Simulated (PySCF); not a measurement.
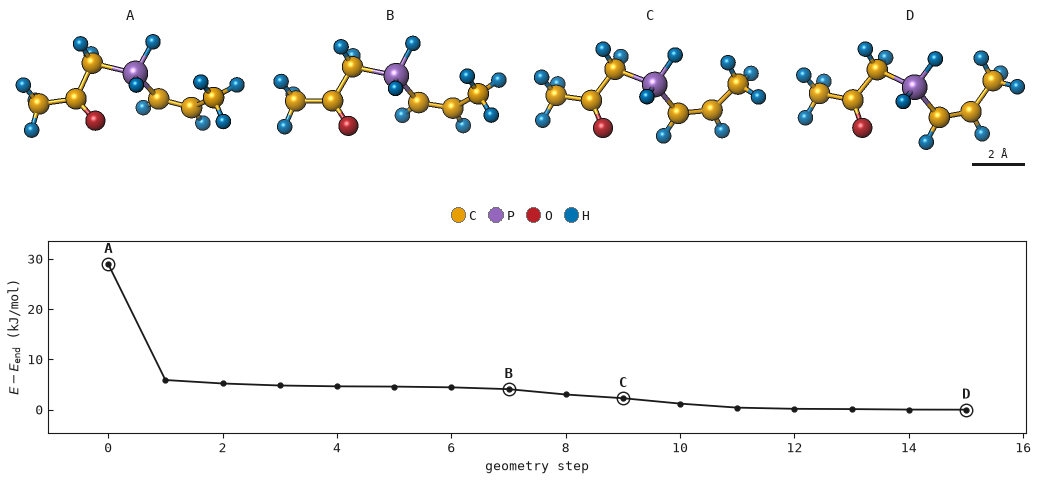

Frames of a relaxation of C6H12OP (charge +1), marked on the history of the run. Style: ball-and-stick. Shown at a tilt.

The start comes from GFN2-xTB. Its atoms were then displaced at random by about 0.01 Å.

These are results of PBE0-D3(BJ)/def2-SVP geometry optimisation, gas phase in PySCF 2.14.0, density-fitted response routines, not measurements. 

### Describe the path.

Over 15 geometry steps the energy falls by 29.0 kJ/mol. The atom that moves furthest after the best rigid fit is an H atom (2.11 Å). Largest moves by element: H 2.11 Å, C 1.17 Å, P 0.84 Å, O 0.59 Å. Among the contacts that change: O–P 2.403 → 2.662 Å, H–P 1.374 → 1.408 Å, C–P 1.805 → 1.773 Å, C–P 1.793 → 1.821 Å. Bond angles that change, for instance: P–C–C 98.7° → 106.0°, C–C–C 124.4° → 130.3°, C–P–H 116.0° → 111.2°. Groups turn about C–P by about 70°. From step 0 to 7: H atoms move most (0.40 Å), energy −24.9 kJ/mol. From step 7 to 9: an H atom moves most (1.19 Å), energy −1.80 kJ/mol. From step 9 to 15: an H atom moves most (0.54 Å), energy −2.28 kJ/mol.
